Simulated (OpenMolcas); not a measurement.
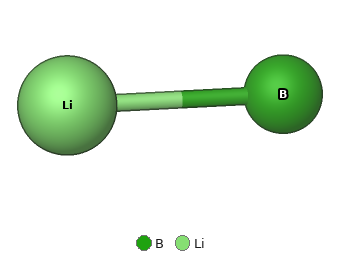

The molecule at the reference distance of 2.466 Å.

Relativistic diatomic calculation for BLi⁺ (part 1 of 2)

- system: BLi⁺.
- method: SA-CASSCF(3,8)/XMS-CASPT2 + RASSI spin-orbit (X2C scalar, AMFI), ANO-RCC-VTZP (OpenMolcas)

## Log (extracts)
```
++    Wave function specifications:
      Number of closed shell electrons           4
      Number of electrons in active shells       3
      Number of inactive orbitals                2
      Number of active orbitals                  8
      Number of secondary orbitals              50
      Spin quantum number                      0.5
      State symmetry                             1
++    Orbital specifications:
      Symmetry species                           1   2
                                                 a   b
      Frozen orbitals                            0   0
      Inactive orbitals                          2   0
      Active orbitals                            4   4
      RAS2 orbitals                              4   4
      Secondary orbitals                        26  24
      Number of basis functions                 32  28
      printout of CI-coefficients larger than  0.15 for root  1
      energy=     -31.837003
      conf/sym  1111 2222     Coeff  Weight
             1  2u00 0000  -0.96817 0.93735
      printout of CI-coefficients larger than  0.15 for root  2
      energy=     -31.657196
      conf/sym  1111 2222     Coeff  Weight
             3  20u0 0000  -0.93799 0.87983
      printout of CI-coefficients larger than  0.15 for root  3
      energy=     -31.593330
      conf/sym  1111 2222     Coeff  Weight
             2  u200 0000   0.87583 0.76708
             3  20u0 0000  -0.16046 0.02575
            21  u000 2000  -0.28764 0.08274
            24  u000 0200  -0.28764 0.08274
      printout of CI-coefficients larger than  0.15 for root  4
      energy=     -31.570153
      conf/sym  1111 2222     Coeff  Weight
             2  u200 0000  -0.15957 0.02546
             9  200u 0000  -0.93220 0.86900
      printout of CI-coefficients larger than  0.15 for root  5
      energy=     -31.563345
      conf/sym  1111 2222     Coeff  Weight
            21  u000 2000  -0.69438 0.48217
            24  u000 0200   0.69438 0.48217
      printout of CI-coefficients larger than  0.15 for root  6
      energy=     -31.563345
      conf/sym  1111 2222     Coeff  Weight
            22  u000 du00   0.49100 0.24108
            23  u000 ud00   0.85044 0.72325
      Natural orbitals and occupation numbers for root  1
      sym 1:   1.897335   0.992707   0.004171   0.000747
      sym 2:   0.051010   0.051010   0.001510   0.001510
      Natural orbitals and occupation numbers for root  2
      sym 1:   1.813032   0.091888   0.965169   0.003684
      sym 2:   0.061983   0.061983   0.001131   0.001131
      Natural orbitals and occupation numbers for root  3
      sym 1:   1.017518   1.564186   0.054580   0.004851
      sym 2:   0.174367   0.174367   0.005065   0.005065
      Natural orbitals and occupation numbers for root  4
      sym 1:   1.803988   0.102333   0.000320   0.948700
      sym 2:   0.069603   0.069603   0.002727   0.002727
      Natural orbitals and occupation numbers for root  5
      sym 1:   0.994059   0.005909   0.000031   0.000001
      sym 2:   0.978430   0.978430   0.021570   0.021570
      Natural orbitals and occupation numbers for root  6
      sym 1:   0.994059   0.005909   0.000031   0.000001
      sym 2:   0.978430   0.978430   0.021570   0.021570
      RASSCF energy for state  6                    -31.56334485
::    RASSCF root number  1 Total energy:    -31.83700296
::    RASSCF root number  2 Total energy:    -31.65719592
::    RASSCF root number  3 Total energy:    -31.59333018
::    RASSCF root number  4 Total energy:    -31.57015270
::    RASSCF root number  5 Total energy:    -31.56334485
::    RASSCF root number  6 Total energy:    -31.56334485
      Von Neumann Entropy (Root   1) =  0.88220
++    Wave function specifications:
      Number of closed shell electrons           0
      Number of electrons in active shells       3
      Number of inactive orbitals                0
      Number of active orbitals                  8
      Number of secondary orbitals              50
      Spin quantum number                      0.5
      State symmetry                             1
      Number of CSFs                            84
      Number of CASSCF root(s) available         6
      CASPT2 state passed to geometry opt.       6
      A file JOBMIX will be created
      This is a MULTI-STATE CASSCF reference
      Number of CI roots used                    6
      These are:                                 1   2   3   4   5   6
      Off-diagonal elements of Heff are computed
  FINAL CASPT2 RESULT:
      Reference energy:         -31.8370029619
      E2 (Non-variational):      -0.0312332143
      Shift correction:          -0.0007087535
      E2 (Variational):          -0.0319419678
      Total energy:             -31.8689449296
      Reference weight:           0.97979
  FINAL CASPT2 RESULT:
      Reference energy:         -31.6571959210
      E2 (Non-variational):      -0.0113368114
      Shift correction:          -0.0004379911
      E2 (Variational):          -0.0117748025
      Total energy:             -31.6689707235
      Reference weight:           0.99155
  FINAL CASPT2 RESULT:
      Reference energy:         -31.5933301837
      E2 (Non-variational):      -0.0455934396
      Shift correction:          -0.0034966477
      E2 (Variational):          -0.0490900873
      Total energy:             -31.6424202710
      Reference weight:           0.95275
  FINAL CASPT2 RESULT:
      Reference energy:         -31.5701527027
      E2 (Non-variational):      -0.0139652088
      Shift correction:          -0.0007644402
      E2 (Variational):          -0.0147296490
      Total energy:             -31.5848823518
      Reference weight:           0.98783
  FINAL CASPT2 RESULT:
      Reference energy:         -31.5633448453
      E2 (Non-variational):      -0.0424512980
      Shift correction:          -0.0049134962
      E2 (Variational):          -0.0473647942
      Total energy:             -31.6107096395
      Reference weight:           0.95885
  FINAL CASPT2 RESULT:
      Reference energy:         -31.5633448453
      E2 (Non-variational):      -0.0424343289
      Shift correction:          -0.0049116618
      E2 (Variational):          -0.0473459908
      Total energy:             -31.6106908361
      Reference weight:           0.95888
       Total XMS-CASPT2 energies:
::    XMS-CASPT2 Root  1     Total energy:    -31.86952939
::    XMS-CASPT2 Root  2     Total energy:    -31.67057229
::    XMS-CASPT2 Root  3     Total energy:    -31.64192093
::    XMS-CASPT2 Root  4     Total energy:    -31.61070964
::    XMS-CASPT2 Root  5     Total energy:    -31.61069084
::    XMS-CASPT2 Root  6     Total energy:    -31.58319567
++    Wave function specifications:
      Number of closed shell electrons           4
      Number of electrons in active shells       3
      Number of inactive orbitals                2
      Number of active orbitals                  8
      Number of secondary orbitals              50
      Spin quantum number                      0.5
      State symmetry                             2
      printout of CI-coefficients larger than  0.15 for root  1
      energy=     -31.813492
      conf/sym  1111 2222     Coeff  Weight
             2  2000 0u00  -0.95762 0.91704
            10  0200 0u00   0.16041 0.02573
      printout of CI-coefficients larger than  0.15 for root  2
      energy=     -31.813492
      conf/sym  1111 2222     Coeff  Weight
             1  2000 u000  -0.95762 0.91704
             9  0200 u000   0.16041 0.02573
      printout of CI-coefficients larger than  0.15 for root  3
      energy=     -31.588947
      conf/sym  1111 2222     Coeff  Weight
             3  2000 00u0   0.33694 0.11353
             5  ud00 u000   0.48067 0.23105
            41  uu00 d000   0.77444 0.59976
      printout of CI-coefficients larger than  0.15 for root  4
      energy=     -31.588947
      conf/sym  1111 2222     Coeff  Weight
             4  2000 000u  -0.33694 0.11353
             6  ud00 0u00  -0.48067 0.23105
            42  uu00 0d00  -0.77444 0.59976
      printout of CI-coefficients larger than  0.15 for root  5
      energy=     -31.492228
      conf/sym  1111 2222     Coeff  Weight
             4  2000 000u  -0.52917 0.28002
             6  ud00 0u00  -0.28876 0.08338
            14  u0d0 0u00   0.41740 0.17422
            42  uu00 0d00   0.50290 0.25291
            44  uu00 000d  -0.17729 0.03143
            46  u0u0 0d00   0.35217 0.12403
      printout of CI-coefficients larger than  0.15 for root  6
      energy=     -31.492228
      conf/sym  1111 2222     Coeff  Weight
             3  2000 00u0  -0.52917 0.28002
             5  ud00 u000  -0.28876 0.08338
            13  u0d0 u000   0.41740 0.17422
            41  uu00 d000   0.50290 0.25291
            43  uu00 00d0  -0.17729 0.03143
            45  u0u0 d000   0.35217 0.12403
      Natural orbitals and occupation numbers for root  1
      sym 1:   1.883460   0.060835   0.000049   0.006729
      sym 2:   0.045677   0.994032   0.000170   0.009048
      Natural orbitals and occupation numbers for root  2
      sym 1:   1.883460   0.060835   0.000049   0.006729
      sym 2:   0.994032   0.045677   0.009048   0.000170
      Natural orbitals and occupation numbers for root  3
      sym 1:   1.104897   0.861802   0.017650   0.000790
      sym 2:   0.873027   0.008534   0.132005   0.001294
      Natural orbitals and occupation numbers for root  4
      sym 1:   1.104897   0.861802   0.017650   0.000790
      sym 2:   0.008534   0.873027   0.001294   0.132005
      Natural orbitals and occupation numbers for root  5
      sym 1:   1.248403   0.417346   0.285238   0.001282
      sym 2:   0.020383   0.687066   0.001135   0.339146
      Natural orbitals and occupation numbers for root  6
      sym 1:   1.248403   0.417346   0.285239   0.001282
      sym 2:   0.687066   0.020383   0.339146   0.001135
      RASSCF energy for state  6                    -31.49222754
::    RASSCF root number  1 Total energy:    -31.81349231
::    RASSCF root number  2 Total energy:    -31.81349231
::    RASSCF root number  3 Total energy:    -31.58894749
::    RASSCF root number  4 Total energy:    -31.58894749
::    RASSCF root number  5 Total energy:    -31.49222756
::    RASSCF root number  6 Total energy:    -31.49222754
      Von Neumann Entropy (Root   1) =  0.92507
++    Wave function specifications:
      Number of closed shell electrons           0
      Number of electrons in active shells       3
      Number of inactive orbitals                0
      Number of active orbitals                  8
      Number of secondary orbitals              50
      Spin quantum number                      0.5
      State symmetry                             2
      Number of CSFs                            84
      Number of CASSCF root(s) available         6
      CASPT2 state passed to geometry opt.       6
      A file JOBMIX will be created
      This is a MULTI-STATE CASSCF reference
      Number of CI roots used                    6
      These are:                                 1   2   3   4   5   6
      Off-diagonal elements of Heff are computed
  FINAL CASPT2 RESULT:
      Reference energy:         -31.8134923366
      E2 (Non-variational):      -0.0296722095
      Shift correction:          -0.0007139648
      E2 (Variational):          -0.0303861743
      Total energy:             -31.8438785109
      Reference weight:           0.98028
  FINAL CASPT2 RESULT:
      Reference energy:         -31.8134923365
      E2 (Non-variational):      -0.0296721815
      Shift correction:          -0.0007139631
      E2 (Variational):          -0.0303861446
      Total energy:             -31.8438784811
      Reference weight:           0.98028
  FINAL CASPT2 RESULT:
      Reference energy:         -31.5889475150
      E2 (Non-variational):      -0.0480228240
      Shift correction:          -0.0060571001
      E2 (Variational):          -0.0540799242
      Total energy:             -31.6430274391
      Reference weight:           0.95290
  FINAL CASPT2 RESULT:
      Reference energy:         -31.5889475137
      E2 (Non-variational):      -0.0480228193
      Shift correction:          -0.0060570998
      E2 (Variational):          -0.0540799191
      Total energy:             -31.6430274328
      Reference weight:           0.95290
  FINAL CASPT2 RESULT:
      Reference energy:         -31.4922275817
      E2 (Non-variational):      -0.0323849574
      Shift correction:          -0.0046296656
      E2 (Variational):          -0.0370146230
      Total energy:             -31.5292422047
      Reference weight:           0.95831
  FINAL CASPT2 RESULT:
      Reference energy:         -31.4922275635
      E2 (Non-variational):      -0.0323849763
      Shift correction:          -0.0046296786
      E2 (Variational):          -0.0370146549
      Total energy:             -31.5292422184
      Reference weight:           0.95831
       Total XMS-CASPT2 energies:
::    XMS-CASPT2 Root  1     Total energy:    -31.84431786
::    XMS-CASPT2 Root  2     Total energy:    -31.84431783
::    XMS-CASPT2 Root  3     Total energy:    -31.63997643
::    XMS-CASPT2 Root  4     Total energy:    -31.63997643
::    XMS-CASPT2 Root  5     Total energy:    -31.53185388
::    XMS-CASPT2 Root  6     Total energy:    -31.53185386
++    Wave function specifications:
      Number of closed shell electrons           4
      Number of electrons in active shells       3
      Number of inactive orbitals                2
      Number of active orbitals                  8
      Number of secondary orbitals              50
      Spin quantum number                      1.5
      State symmetry                             2
      printout of CI-coefficients larger than  0.15 for root  1
      energy=     -31.709439
      conf/sym  1111 2222     Coeff  Weight
             2  uu00 0u00   0.99335 0.98675
      printout of CI-coefficients larger than  0.15 for root  2
      energy=     -31.709439
      conf/sym  1111 2222     Coeff  Weight
             1  uu00 u000   0.99335 0.98675
      Natural orbitals and occupation numbers for root  1
      sym 1:   0.999381   0.998223   0.001392   0.000234
      sym 2:   0.000385   0.998500   0.000385   0.001500
      Natural orbitals and occupation numbers for root  2
      sym 1:   0.999381   0.998223   0.001392   0.000234
      sym 2:   0.998500   0.000385   0.001500   0.000385
      RASSCF energy for state  2                    -31.70943901
::    RASSCF root number  1 Total energy:    -31.70943901
::    RASSCF root number  2 Total energy:    -31.70943901
      Von Neumann Entropy (Root   1) =  1.52222
++    Wave function specifications:
      Number of closed shell electrons           0
      Number of electrons in active shells       3
      Number of inactive orbitals                0
      Number of active orbitals                  8
      Number of secondary orbitals              50
      Spin quantum number                      1.5
      State symmetry                             2
      Number of CSFs                            28
      Number of CASSCF root(s) available         2
      CASPT2 state passed to geometry opt.       2
      A file JOBMIX will be created
      This is a MULTI-STATE CASSCF reference
      Number of CI roots used                    2
      These are:                                 1   2
      Off-diagonal elements of Heff are computed
  FINAL CASPT2 RESULT:
      Reference energy:         -31.7094390358
      E2 (Non-variational):      -0.0178022396
      Shift correction:          -0.0006690021
      E2 (Variational):          -0.0184712417
      Total energy:             -31.7279102775
      Reference weight:           0.98640
  FINAL CASPT2 RESULT:
      Reference energy:         -31.7094390343
      E2 (Non-variational):      -0.0178022390
      Shift correction:          -0.0006690019
      E2 (Variational):          -0.0184712410
      Total energy:      SPIN-FREE ENERGIES:
  (Shifted by EMIN (a.u.) =        -31.8695293928)
 SF State       Relative EMIN(au)   Rel lowest level(eV)    D:o, cm**(-1)      Abs_M
     1             0.0000000000        0.0000000000              0.0000         0.0
     7             0.0252115303        0.6860406882           5533.2913         1.0
     8             0.0252115620        0.6860415511           5533.2983         1.0
    13             0.1416191153        3.8536524463          31081.8031         1.0
    14             0.1416191175        3.8536525062          31081.8036         1.0
    15             0.1686925257        4.5903574734          37023.7299         0.0
     2             0.1989571040        5.4138986036          43666.0371         0.0
     3             0.2276084646        6.1935418441          49954.2839         0.0
     9             0.2295529600        6.2464542582          50381.0513         1.0
    10             0.2295529655        6.2464544090          50381.0525         1.0
     4             0.2588197532        7.0428442733          56804.3699         2.0
     5             0.2588385567        7.0433559425          56808.4968         2.0
     6             0.2863337266        7.7915376297          62842.9891         0.0
    11             0.3376755178        9.1886189395          74111.2098         1.0
    12             0.3376755341        9.1886193844          74111.2134         1.0
```

(Continued in part 2.) Outcome of the run: converged.
